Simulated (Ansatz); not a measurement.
Input

```
crystal:
  periodic: [false, false, false]
  atoms:
    - {symbol: O, position_ang: [0.970844, -1.560208, 1.915137]}
    - {symbol: C, position_ang: [0.528886, -0.847186, 1.038479]}
    - {symbol: C, position_ang: [0.903536, 0.578698, 0.947709]}
    - {symbol: C, position_ang: [0.417609, 1.362311, -0.015439]}
    - {symbol: C, position_ang: [-0.516193, 0.838011, -1.032722]}
    - {symbol: O, position_ang: [-0.958806, 1.551239, -1.908883]}
    - {symbol: C, position_ang: [-0.890511, -0.587973, -0.942205]}
    - {symbol: C, position_ang: [-0.404586, -1.371585, 0.020943]}
    - {symbol: H, position_ang: [1.589967, 0.937407, 1.706703]}
    - {symbol: H, position_ang: [0.675738, 2.411700, -0.105360]}
    - {symbol: H, position_ang: [-1.576855, -0.946715, -1.701262]}
    - {symbol: H, position_ang: [-0.662628, -2.420999, 0.110798]}
basis:
  gaussian: {orbitals: def2-TZVPP}
hamiltonian: {xc: pbe0, dispersion: d4}
output: {orbitals: {seedname: orbitals}}
```

Run with:

```sh
ansatz run in.yaml --threads 2 --pin off --events-out ev --progress --plain --max-ram 32768MiB --backend cuda --devices 0, --max-vram 18GiB
```

Geometry: PBE0-D4/def2-TZVP.

Computed with RKS PBE0-D4/def2-TZVPP in Ansatz 0.2.0.

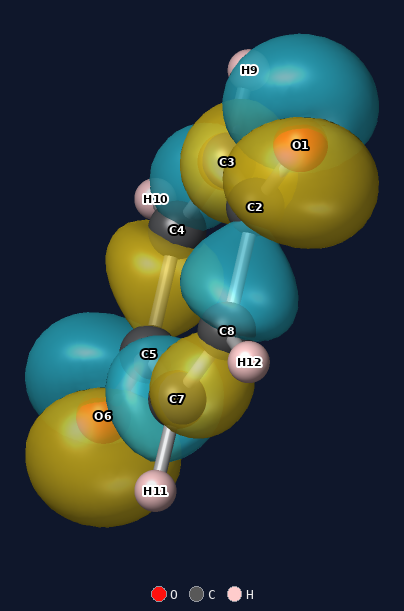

C₆H₄O₂ (SMILES O=C1C=CC(=O)C=C1). The HOMO−1 at ±0.1 Å⁻³ᐟ² (yellow and cyan are the two phases), seen at an oblique angle.

Describe this orbital and give its energy.

It lies mainly on O1 (about 35 %) and O6 (about 35 %); it is symmetric in the molecular plane (an in-plane orbital: σ, lone-pair or in-plane π type); it is ungerade (odd under inversion). Its energy is −8.23 eV.
